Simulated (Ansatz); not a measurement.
Input

```
crystal:
  lattice:
    - [2.9143237376, 0.0, 0.0]
    - [0.0, 2.9143237376, 0.0]
    - [0.0, 0.0, 2.9143237376]
  atoms:
    - { symbol: Mg, position: [0.0, 0.0, 0.0] }
    - { symbol: B, position: [0.5, 0.5, 0.5] }
hamiltonian:
  xc: pbe
  pseudopotentials: { kind: paw }
kpoints:
  mp_grid: { grid: [9, 9, 9] }
scf:
  occupations: { method: fermi_dirac, width: 0.05 }
output:
  forces: true
  stress: true
  eigenvalues: true
  write_density: true
  write_potential: true
  elf: true
  volumetric_format: npy
```

Command:

```sh
ansatz run input.yaml --threads 2 --pin off --max-ram 5632MiB --backend cpu --events-out ev --progress --plain --runs-dir out
```

Below, planes, directions and counts refer to the conventional cell (a = 2.91 Å, b = 2.91 Å, c = 2.91 Å, α = 90.00°, β = 90.00°, γ = 90.00°).

Space group Pm-3m; a generated structure, not necessarily the stable one.

Level of theory: Kohn-Sham DFT of a periodic cell, PBE, Ansatz PAW in Ansatz.

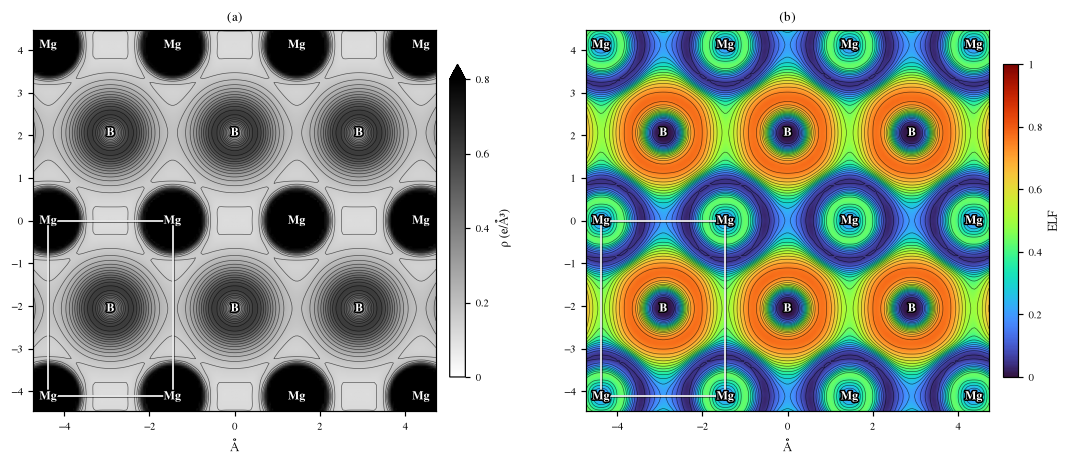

MgB. (a) valence electron density; (b) ELF on the (11̄0) plane of the conventional cell.

Core electrons are frozen (PAW), and the valence fields are smoothed inside the atomic spheres.

Interpret the plot.

The section cuts through Mg and B sites.
Mg–B (2.52 Å): the density is about 0.2 e/Å³ at the midpoint; the ELF peaks at about 0.75 in the valence shell of B, 0.9 Å from its nucleus, and is about 0.50 at the midpoint.
Between the atoms the lowest density in this plane is 0.11 e/Å³.
